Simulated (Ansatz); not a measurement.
The Ansatz input:

```
crystal:
  lattice:
    - [7.6671877233, 0.0, 0.0]
    - [-3.8335938617, 6.639979344, 0.0]
    - [0.0, 0.0, 25.0427616316]
  atoms:
    - { symbol: Si, position: [0.6666666667, 0.3333333333, 0.3194535857] }
    - { symbol: Si, position: [0.6666666667, 0.8333333333, 0.3194535857] }
    - { symbol: Si, position: [0.1666666667, 0.3333333333, 0.3194535857] }
    - { symbol: Si, position: [0.1666666667, 0.8333333333, 0.3194535857] }
    - { symbol: Si, position: [0.5, 0.5, 0.3507013004] }
    - { symbol: Si, position: [0.5, 0.0, 0.3507013004] }
    - { symbol: Si, position: [0.0, 0.5, 0.3507013004] }
    - { symbol: Si, position: [0.0, 0.0, 0.3507013004] }
    - { symbol: Si, position: [0.0, 0.5, 0.4444444445] }
    - { symbol: Si, position: [0.0, 0.0, 0.4444444445] }
    - { symbol: Si, position: [0.5, 0.5, 0.4444444445] }
    - { symbol: Si, position: [0.5, 0.0, 0.4444444445] }
    - { symbol: Si, position: [0.8332092349, 0.6664451353, 0.4782993928] }
    - { symbol: Si, position: [0.8339239463, 0.166623978, 0.4724561231] }
    - { symbol: Si, position: [0.3333691647, 0.6667455578, 0.4762057963] }
    - { symbol: Si, position: [0.3327664394, 0.1666003202, 0.4724140552] }
    - { symbol: Si, position: [0.3528048902, 0.7053013246, 0.57189624] }
    - { symbol: Si, position: [0.3271993946, 0.1639420001, 0.5662555865] }
    - { symbol: Si, position: [0.8465286135, 0.6929943878, 0.5759394263] }
    - { symbol: Si, position: [0.8366215847, 0.1640342321, 0.5662917224] }
    - { symbol: Si, position: [0.176395251, 0.8511052749, 0.6108984528] }
    - { symbol: Si, position: [0.1793167589, 0.3587771058, 0.5829456979] }
    - { symbol: Si, position: [0.67491768, 0.8511894256, 0.6110516364] }
    - { symbol: Si, position: [0.6691742955, 0.3385956729, 0.59081809] }
basis:
  ecutwfc: 420
kpoints:
  mp_grid: { grid: [3, 3, 1] }
hamiltonian:
  xc: pbe
  dispersion: d3bj
scf:
  occupations: { method: gaussian, width: 0.05 }
output:
  forces: true
  eigenvalues: true
  write_density: true
  volumetric_format: npy
efield:
  axis: 3
  dipole_correction: true
  ramp_width: 0.04
```

Command:
```bash
ansatz run input.yaml --threads 2 --pin off --max-ram 5120MiB --backend cpu --events-out ev --progress --plain --runs-dir out
```

What does the potential across the slab give for the work function?

The work function is 4.85 eV at the right face and 4.77 eV at the left. The vacuum levels differ by 0.08 eV, so the slab carries a dipole along its normal. The outermost atoms are 7.3 Å apart, which leaves 17.7 Å of vacuum in a cell 25.0 Å high.

The atoms aren't at rest in this cell (largest force 0.8 eV/Å), so the relaxed material can differ.

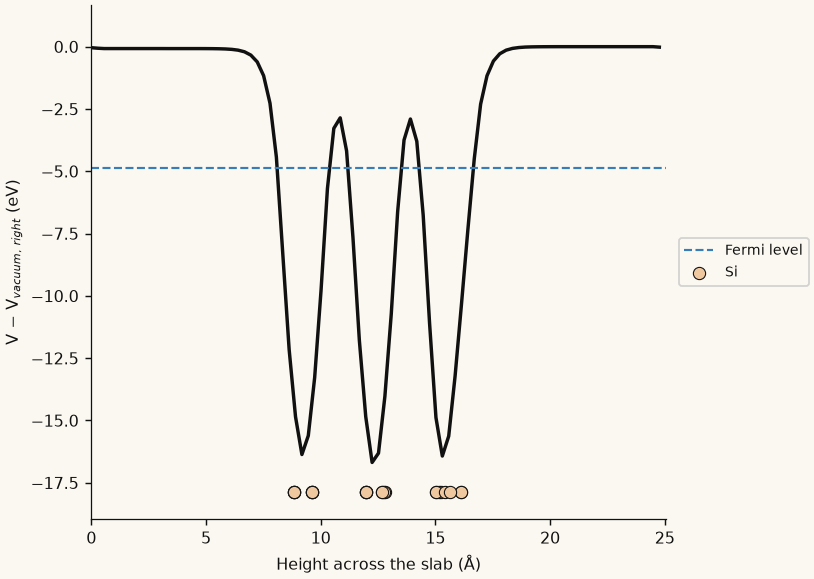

Plane-averaged electrostatic potential energy of an electron across the slab; circles at the bottom mark the heights of the atoms.
